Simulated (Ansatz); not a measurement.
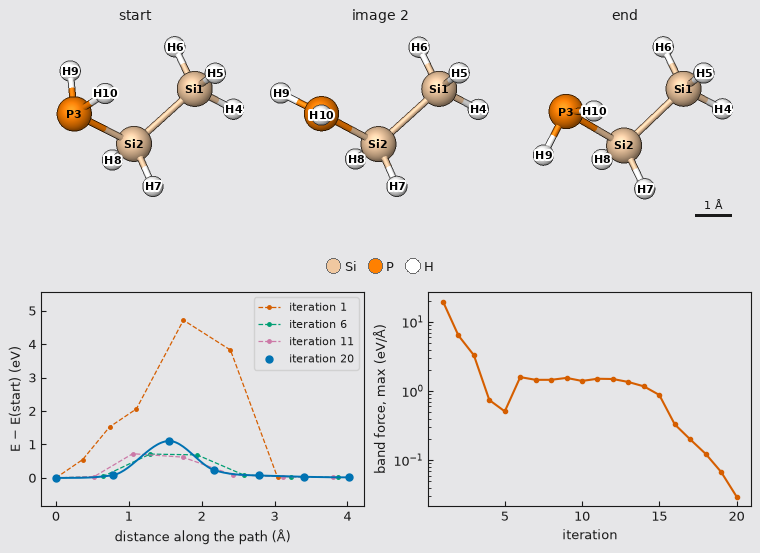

A nudged-elastic-band calculation for Si$_{2}$PH$_{7}$. Images are numbered from 0 (start) to 6 (end). The plot follows the band through its iterations. Style: ball-and-stick. Shown at a tilt.

Level of theory: RKS B3LYP-D4/def2-SVPD in Ansatz 0.2.0. Set-up: 5 movable images; climbing image; force threshold 0.05 eV/Å; iteration limit 60; starting path through a guess of the saddle point.

Q: Judge this run.

A: The run is converged, with reservations. The band converged in 20 iterations. The largest component of the band force went from 20 to 0.03 eV/Å. The climbing image converged on the top of the path. Its vibrational analysis gives 2 imaginary modes over 30i cm⁻¹, so it isn't confirmed as a transition state. The first iteration put the highest image at 4.72 eV. The energy climbs by 1.10 eV to image 2 and then falls by 1.09 eV, so the end point sits at +0.02 eV.
